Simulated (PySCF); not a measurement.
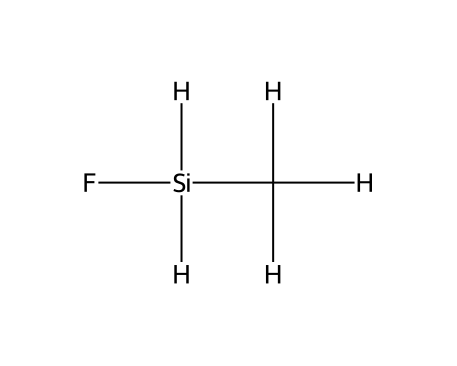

Structural formula above. The computed structure is the end point of a PBE0-D3(BJ)/def2-SVP optimisation. No frequency run is at hand to confirm it as a minimum.

What does the molecule look like in three dimensions?

The molecule is CH5FSi. Its SMILES string is `C[SiH2]F`. It has no ring. Among its groups: Si–H bond. Coordination: 1 C tetrahedral; 1 Si tetrahedral.

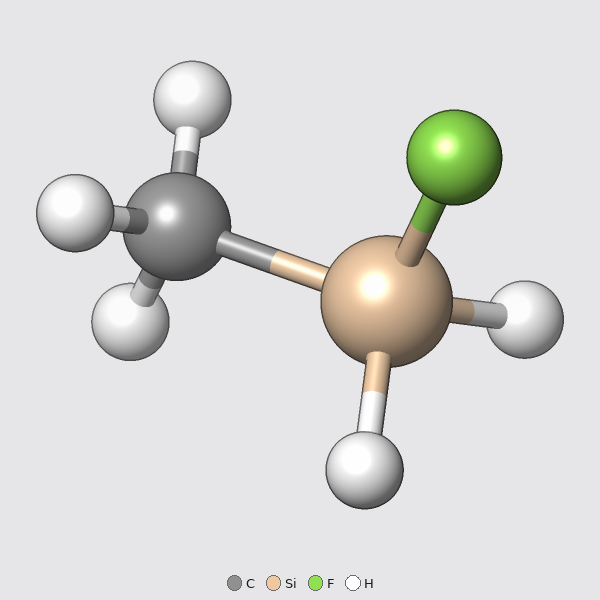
